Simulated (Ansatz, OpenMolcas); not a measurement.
A small benchmark: dipole moment

6 molecules holding an element from Na to Cl; the dipole moment in D, computed less measured. Shapes, held fixed at every level: PBE0-D4/def2-TZVP. No vibrational averaging. Dipoles are compared by magnitude; molecules under 1 D, whose direction can flip, are left out. Programs: Ansatz 0.2.0, OpenMolcas 26.06. Measured values: NIST CCCBDB.

Levels: A = PBE-D4/def2-TZVPP; B = r2SCAN-D4/def2-TZVPP; C = B3LYP/6-31G* (spherical functions).

```json
{"molecule": "NS (Mononitrogen monosulfide)", "measured": "1.81", "A": "+0.02", "B": "-0.01", "C": "-0.08"}
{"molecule": "HBS (hydrogen boron sulfide)", "measured": "1.30", "A": "-0.10", "B": "+0.08", "C": "+0.24"}
{"molecule": "CH2Cl2 (SMILES ClCCl)", "measured": "1.60", "A": "-0.04", "B": "+0.06", "C": "+0.21"}
{"molecule": "CH3Cl (chloromethane)", "measured": "1.87", "A": "-0.05", "B": "+0.05", "C": "+0.14"}
{"molecule": "SiH2Cl2 (dichlorosilane (DCS))", "measured": "1.13", "A": "-0.09", "B": "-0.02", "C": "+0.43"}
{"molecule": "C2H3ClO (acetyl chloride)", "measured": "2.72", "A": "-0.05", "B": "+0.08", "C": "+0.05"}
```

Q: Sum up the errors.

A: 
| level | kind | mean error | mean absolute error | worst case |
| --- | --- | --- | --- | --- |
| PBE-D4/def2-TZVPP | GGA | -0.052 | 0.058 | HBS |
| r2SCAN-D4/def2-TZVPP | meta-GGA | +0.040 | 0.050 | HBS |
| B3LYP/6-31G* (spherical functions) | global hybrid | +0.165 | 0.192 | SiH2Cl2 |

On this set r2SCAN-D4/def2-TZVPP has the smallest mean absolute error and B3LYP/6-31G* (spherical functions) the largest. PBE-D4/def2-TZVPP is too low in 5 of 6; r2SCAN-D4/def2-TZVPP is too high in 4 of 6; B3LYP/6-31G* (spherical functions) is too high in 5 of 6. The levels differ in basis as well as in method. The smallest two are near a tie. Open shells run unrestricted. The set is small.

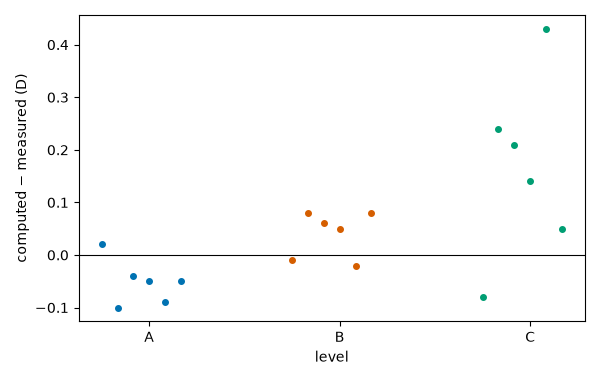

Errors of each level, one point a molecule.
